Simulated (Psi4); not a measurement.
**One shape, several levels: doublet C3H3N−**

Wanted: a comparison of 3 runs (U-revPBE/6-311+G**, UBLYP/6-311+G**, USVWN5/6-311+G**) of doublet C3H3N−. 

The calculation is run with Psi4 1.11.

1 further run of the same task is left out (set aside as unsound or not needed).

## 1. The structure to begin with

C3H3N− has 7 atoms, charge -1, and is taken as a doublet. As SMILES of the parent species, `C=C=C=N`. Geometry: relaxed at PBE0-D4/def2-TZVP. That shape belongs to the parent species and isn't relaxed for this state.

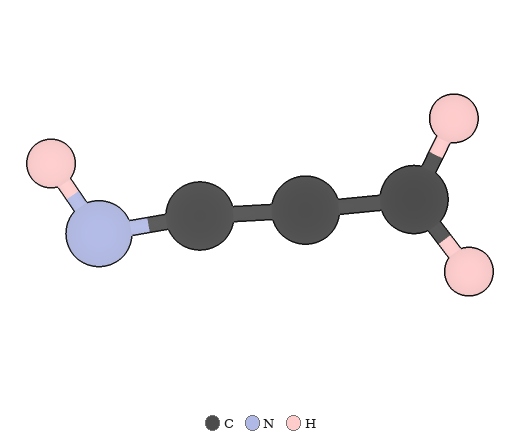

Viewed from a chosen angle; carbon dark grey, nitrogen light blue, hydrogen pink.

## 2. Energy and forces at U-revPBE/6-311+G(d,p) (run 1)

Input file c3h3n.inp:

```
memory 1600 mb

molecule {
  -1 2
  C     -0.970200     1.187600     0.151400
  C     -0.171400     0.177200    -0.082700
  C      0.618000    -0.803600    -0.258300
  N      1.342100    -1.751000    -0.567800
  H     -1.568900     1.635800    -0.638700
  H     -1.070400     1.622200     1.143700
  H      1.882100    -2.136400     0.206800
  symmetry c1
  no_reorient
  no_com
}

set globals {
  reference uks
  puream true
  e_convergence 1e-09
  d_convergence 1e-08
  scf_type pk
  dft_radial_points 99
  dft_spherical_points 590
  maxiter 200
}

E, wfn = gradient("revpbe/6-311+G**", return_wfn=True)
oeprop(wfn, "DIPOLE", "WIBERG_LOWDIN_INDICES", "QUADRUPOLE", title="REVPBE")
print_variables()
```

Launch:

```console
$ psi4 -i c3h3n.inp -o c3h3n.out -n 1
```

c3h3n.out:

```text
[...]
  Running in c1 symmetry.
[...]
  Nuclear repulsion =   89.700366271119805
[...]
  Multiplicity = 2
[...]
  Nalpha       = 15
  Nbeta        = 14
[...]
    Number of basis functions: 106
[...]
   @UKS iter   1:  -170.04412673337458    9.24474e-02   1.09466e-02 ADIIS/DIIS
[...]
   @UKS iter  15:  -170.78711544205305   -2.35900e-12   7.34855e-09 DIIS
[...]
   @S^2 Observed:                7.523032458E-01
[...]
  @UKS Final Energy:  -170.78711544205305
   => Energetics <=
    Nuclear Repulsion Energy =             89.7003662711198047
    One-Electron Energy =                -412.9622174328047777
    Two-Electron Energy =                 176.9471065871827875
    DFT Exchange-Correlation Energy =     -24.4723708675509002
    Empirical Dispersion Energy =           0.0000000000000000
    VV10 Nonlocal Energy =                  0.0000000000000000
    Total Energy =                       -170.7871154420530502
[...]
  -Total Gradient:
     Atom            X                  Y                   Z
    ------   -----------------  -----------------  -----------------
       1        0.038997658736    -0.049134091381    -0.010823565942
       2       -0.048542112769     0.060850750170     0.012516411624
       3        0.059382428447    -0.076821417011    -0.022698622344
       4       -0.055304842646     0.073950245300     0.028640699980
       5        0.006314586820    -0.006108661787     0.004028914400
       6        0.003269345802    -0.006033413041    -0.006890309254
       7       -0.004117207376     0.003296790657    -0.004773417548
[...]
 Multipole Moments:
 ------------------------------------------------------------------------------------
     Multipole            Electronic (a.u.)      Nuclear  (a.u.)        Total (a.u.)
 ------------------------------------------------------------------------------------
 L = 1.  Multiply by 2.5417464519 to convert [e a0] to [Debye]
 Dipole X            :        -10.4393317           10.3857458           -0.0535859
 Dipole Y            :         14.9979075          -14.6797705            0.3181370
 Dipole Z            :          9.1316841           -8.3155508            0.8161332
 Magnitude           :                                                    0.8775853
 L = 2.  Multiply by 1.3450342976 to convert [e a0^2] to [Debye ang]
 Quadrupole XX       :       -125.6476439           99.5386849          -26.1089590
 Quadrupole XY       :        128.2771058         -124.4483455            3.8287604
[...]
```

Wall time 49 s (1 thread of Intel Xeon Platinum 8375C at 2.90GHz (Ice Lake), shared host); peak memory 0.64 GiB.

## 3. A single-point energy at UBLYP/6-311+G(d,p) (run 2)

Input file c3h3n.json:

```json
{
  "schema_name": "qcschema_input",
  "schema_version": 1,
  "molecule": {
    "schema_name": "qcschema_molecule",
    "schema_version": 2,
    "symbols": ["C", "C", "C", "N", "H", "H", "H"],
    "geometry": [-1.83341229, 2.24423875, 0.28610454, -0.32389906, 0.33485947, -0.15628035, 1.16785075, -1.51858391, -0.48811626, 2.53620143, -3.30891044, -1.07298649, -2.96479132, 3.09121399, -1.20696808, -2.02276284, 3.06551372, 2.16127977, 3.55665354, -4.03721089, 0.39079536],
    "molecular_charge": -1,
    "molecular_multiplicity": 2,
    "fix_symmetry": "c1",
    "fix_com": true,
    "fix_orientation": true
  },
  "driver": "energy",
  "model": {
    "method": "blyp",
    "basis": "6-311+G**"
  },
  "keywords": {
    "reference": "uks",
    "puream": true,
    "e_convergence": 1e-09,
    "d_convergence": 1e-08,
    "scf_type": "pk",
    "dft_radial_points": 99,
    "dft_spherical_points": 590,
    "maxiter": 200,
    "scf_properties": ["LOWDIN_CHARGES", "MAYER_INDICES", "MULLIKEN_CHARGES"]
  }
}
```

Launch:

```console
$ psi4 --qcschema c3h3n.json -n 1 --memory 1600MB
```

stdout:

```text
[...]
                   'protocols': {'error_correction': {'default_policy': True, 'policies': None},
                                 'native_files': 'none',
[...]
  Running in c1 symmetry.
[...]
  Nuclear repulsion =   89.700366318970836
[...]
  Multiplicity = 2
[...]
  Nalpha       = 15
  Nbeta        = 14
[...]
    Number of basis functions: 106
[...]
   @UKS iter   1:  -169.93867286777331    1.88603e-01   1.17195e-02 ADIIS/DIIS
[...]
   @UKS iter  14:  -170.77577513344642   -1.12550e-11   9.72466e-09 DIIS
[...]
   @S^2 Observed:                7.521399546E-01
[...]
  @UKS Final Energy:  -170.77577513344642
   => Energetics <=
    Nuclear Repulsion Energy =             89.7003663189708362
    One-Electron Energy =                -412.9564766494617061
    Two-Electron Energy =                 176.9411036939667099
    DFT Exchange-Correlation Energy =     -24.4607684969222703
    Empirical Dispersion Energy =           0.0000000000000000
    VV10 Nonlocal Energy =                  0.0000000000000000
    Total Energy =                       -170.7757751334464160
[...]
 Multipole Moments:
 ------------------------------------------------------------------------------------
     Multipole            Electronic (a.u.)      Nuclear  (a.u.)        Total (a.u.)
 ------------------------------------------------------------------------------------
 L = 1.  Multiply by 2.5417464519 to convert [e a0] to [Debye]
 Dipole X            :        -10.4271835           10.3857458           -0.0414377
 Dipole Y            :         14.9839158          -14.6797704            0.3041454
 Dipole Z            :          9.1323280           -8.3155508            0.8167772
 Magnitude           :                                                    0.8725517
[...]
  Mulliken Charges: (a.u.)
   Center  Symbol    Alpha    Beta     Spin     Total
       1     C     3.52118  2.82507  0.69610 -0.34625
       2     C     1.93798  2.01529 -0.07731  2.04673
       3     C     4.34543  4.17804  0.16739 -2.52348
       4     N     3.87092  3.60789  0.26302 -0.47881
       5     H     0.45231  0.47404 -0.02173  0.07365
       6     H     0.45420  0.47435 -0.02014  0.07145
       7     H     0.41798  0.42530 -0.00732  0.15672
   Total alpha = 15.00000, Total beta = 14.00000, Total charge = -1.00000
  Lowdin Charges: (a.u.)
[...]
```

The result, in JSON:

```text
{
 "driver": "energy",
 "model": {
  "method": "blyp",
  "basis": "6-311+G**"
 },
 "success": true,
 "return_result": -170.77577513344642,
 "properties": {
  "calcinfo_nbasis": 106,
  "calcinfo_nmo": 106,
  "calcinfo_nalpha": 15,
  "calcinfo_nbeta": 14,
  "calcinfo_natom": 7,
  "nuclear_repulsion_energy": 89.70036631897084,
  "return_energy": -170.77577513344642,
  "scf_one_electron_energy": -412.9564766494617,
  "scf_two_electron_energy": 176.9411036939667,
  "scf_xc_energy": -24.46076849692227,
  "scf_dipole_moment": [-0.04143769317282242, 0.3041453709907884, 0.8167771725710455],
  "scf_total_energy": -170.77577513344642,
  "scf_iterations": 14
 }
}
```

Run time: 36 s. Hardware: 1 thread of Intel Xeon Platinum 8375C at 2.90GHz (Ice Lake), shared host; peak memory 0.64 GiB.

## 4. The energy at USVWN5/6-311+G(d,p) (run 3)

Input file job.py:

```python
import psi4

psi4.set_memory('1600 MB')
psi4.set_num_threads(1)
psi4.set_output_file('c3h3n.out', False)

m = psi4.geometry("""
-1 2
C     -1.83341229     2.24423875     0.28610454
C     -0.32389906     0.33485947    -0.15628035
C      1.16785075    -1.51858391    -0.48811626
N      2.53620143    -3.30891044    -1.07298649
H     -2.96479132     3.09121399    -1.20696808
H     -2.02276284     3.06551372     2.16127977
H      3.55665354    -4.03721089     0.39079536
units au
symmetry c1
no_reorient
no_com
""")

psi4.set_options({
    'basis': '6-311+G**',
    'reference': 'uks',
    'puream': True,
    'e_convergence': 1e-09,
    'd_convergence': 1e-08,
    'scf_type': 'pk',
    'dft_radial_points': 99,
    'dft_spherical_points': 590,
    'maxiter': 200,
})

E, wfn = psi4.energy("scf", dft_functional={"name": "SVWN5", "x_functionals": {"LDA_X": {}}, "c_functionals": {"LDA_C_VWN": {}}}, molecule=m, return_wfn=True)
print(f'scf energy: {E:.10f} Eh')
```

Launch:

```console
$ python job.py
```

c3h3n.out:

```text
[...]
  Running in c1 symmetry.
[...]
  Nuclear repulsion =   89.700366318970836
[...]
  Multiplicity = 2
[...]
  Nalpha       = 15
  Nbeta        = 14
[...]
    Number of basis functions: 106
[...]
   @UKS iter   1:  -168.50358616231532    1.92906e-01   1.15244e-02 DIIS/ADIIS
[...]
   @UKS iter  14:  -169.31967563539359   -3.29692e-12   6.25969e-09 DIIS
[...]
   @S^2 Observed:                7.510902387E-01
[...]
    Orbital Energies [Eh]
    ---------------------
    Alpha Occupied:
       1A    -13.639155     2A     -9.595181     3A     -9.570848
       4A     -9.556696     5A     -0.626856     6A     -0.487994
       7A     -0.394551     8A     -0.283595     9A     -0.223199
      10A     -0.194890    11A     -0.135202    12A     -0.122217
      13A     -0.044978    14A      0.013043    15A      0.096054
    Alpha Virtual:
      16A      0.128196    17A      0.136547    18A      0.162006
      19A      0.179276    20A      0.180622    21A      0.199066
      22A      0.217576    23A      0.221071    24A      0.232186
      25A      0.265936    26A      0.273507    27A      0.288225
[...]
  @UKS Final Energy:  -169.31967563539359
   => Energetics <=
    Nuclear Repulsion Energy =             89.7003663189708362
    One-Electron Energy =                -412.8613744347276224
    Two-Electron Energy =                 176.7402716947401871
    DFT Exchange-Correlation Energy =     -22.8989392143770232
    Empirical Dispersion Energy =           0.0000000000000000
    VV10 Nonlocal Energy =                  0.0000000000000000
    Total Energy =                       -169.3196756353935939
[...]
 Multipole Moments:
 ------------------------------------------------------------------------------------
     Multipole            Electronic (a.u.)      Nuclear  (a.u.)        Total (a.u.)
 ------------------------------------------------------------------------------------
 L = 1.  Multiply by 2.5417464519 to convert [e a0] to [Debye]
 Dipole X            :        -10.4397473           10.3857458           -0.0540016
 Dipole Y            :         15.0073946          -14.6797704            0.3276242
 Dipole Z            :          9.1599933           -8.3155508            0.8444425
 Magnitude           :                                                    0.9073791
[...]
```

The script printed:

```text
Memory set to   1.490 GiB by Python driver.
  Threads set to 1 by Python driver.
scf energy: -169.3196756354 Eh
```

It took 23 s on 1 thread of Intel Xeon Platinum 8375C at 2.90GHz (Ice Lake), shared host; peak memory 0.6 GiB.

## 5. Overview of the runs

```csv
run,level,task,energy (Eh),HOMO energy (eV),LUMO energy (eV),⟨S²⟩,wall time
1,U-revPBE/6-311+G**,gradient,-170.787115,2.78,3.39,0.752,49 s
2,UBLYP/6-311+G**,energy,-170.775775,2.84,3.45,0.752,36 s
3,USVWN5/6-311+G**,energy,-169.319676,2.61,3.16,0.751,23 s
```

## 6. Summary of results

```
                                 quantity          value
                      run 3: total energy  -169.31968 Eh
run 3: HOMO energy (highest over α and β)        2.61 eV
 run 3: LUMO energy (lowest over α and β)        3.16 eV
                              run 3: ⟨S²⟩          0.751
```

What this shows: Totals of different functionals can't be ranked against each other. In runs 1, 2, 3 the HOMO lies above zero, so the outermost electron may be held by the basis alone. All runs together took 1.8 min, the longest 49 s.
